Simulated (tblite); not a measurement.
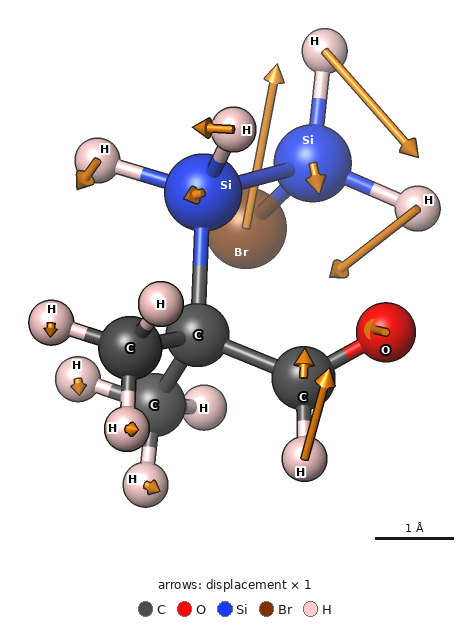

This is a relaxation of C$_{4}$H$_{11}$BrOSi$_{2}$. The starting structure is drawn; orange arrows show the displacements, at their true length. The two geometries are superimposed by the best rigid fit.

A ball-and-stick model, seen from a free direction.

These are results of GFN2-xTB geometry optimisation, gas phase in tblite 0.8.0, not measurements. 

What did the optimiser do to the structure, and how much energy did it gain?

The atom that moves furthest after the best rigid fit is the Br atom (2.27 Å). Largest moves by element: Br 2.27 Å, H 2.02 Å, O 0.85 Å, Si 0.44 Å, C 0.42 Å. Some distances before and after: O–Si 3.493 → 2.448 Å, C–C 1.527 → 1.466 Å, Br–Si 2.223 → 2.268 Å, H–Si 1.494 → 1.458 Å. Among the angles between lasting bonds that change: C–Si–Si 113.1° → 101.8°, Si–Si–H 109.9° → 120.4°, C–C–Si 112.4° → 102.1°. Groups turn about C–C by about 50°. The energy falls by 35.6 kJ/mol in 221 geometry steps. Cost: 6.3 s on 1 thread of Intel(R) Xeon(R) Processor @ 2.50GHz, with other jobs on the host.
